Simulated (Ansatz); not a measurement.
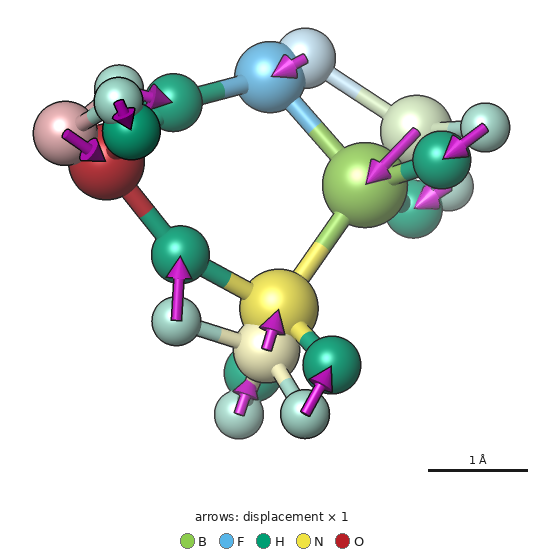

This is a relaxation of BNH₇OF. The starting structure is drawn faded, the final one solid; purple arrows show the displacements, at their true length. The two geometries are superimposed by the best rigid fit.

The picture is a ball-and-stick view, seen at a tilt.

The run prepares an end point of a later path (reaction) calculation, from a guessed geometry.

The calculation used RKS PBE0/STO-3G (Ansatz 0.2.0).

Input
```yaml
crystal:
  periodic: [false, false, false]
  atoms:
    - { symbol: B, position_ang: [-1.023808, -0.623805, -1.477411] }
    - { symbol: F, position_ang: [-0.974226, 0.71826, -1.340332] }
    - { symbol: H, position_ang: [-0.150803, -1.169217, -2.053713] }
    - { symbol: H, position_ang: [-1.995282, -1.196318, -1.136893] }
    - { symbol: H, position_ang: [0.61797, -0.00262, 1.385236] }
    - { symbol: "N", position_ang: [0.143735, -0.878874, 1.083753] }
    - { symbol: H, position_ang: [0.254258, 1.945197, -0.032733] }
    - { symbol: O, position_ang: [1.045408, 2.059643, 0.569339] }
    - { symbol: H, position_ang: [0.870557, -1.618509, 1.257111] }
    - { symbol: H, position_ang: [-0.551914, -1.051905, 1.853347] }
    - { symbol: H, position_ang: [1.764205, 1.818246, -0.107703] }
basis:
  gaussian: { orbitals: STO-3G }
hamiltonian:
  xc: pbe0
relax:
  f_tol: 0.03
  max_steps: 50
```

Command:
```bash
ansatz run input.yaml --threads 1 --pin off --max-ram 2048MiB --backend cpu --events-out ev --progress --plain --runs-dir out
```

Q: What happened in the run?

A: B1 moves most after the best rigid fit: 0.80 Å. Largest moves by element: B 0.80 Å, H 0.68 Å, O 0.56 Å, N 0.45 Å, F 0.43 Å. Near-neighbour distances that change, for instance: B1–N6 2.826 → 1.612 Å, H5–O8 2.259 → 1.222 Å, F2–H7 2.174 → 1.243 Å, H5–N6 1.041 → 1.234 Å. New bonds form: B1–N6 (2.83 → 1.61 Å), H5–O8 (2.26 → 1.22 Å). Among the angles between lasting bonds that change: H5–N6–H9 103.3° → 113.8°, F2–B1–H3 118.8° → 110.0°, H5–N6–H10 103.2° → 111.0°. After 12 accepted moves (13 points after the start) the energy has fallen by 69.5 kcal/mol. The largest force component goes from 1.7 to 0.013 eV/Å. The line search rejected the trial step at point 7 of the run. Cost: 47 s on 1 thread of Arm Neoverse N1, on a shared host, peak memory 0.15 GiB.

Limits of the set-up: STO-3G is a minimal basis, so the numbers are rough.
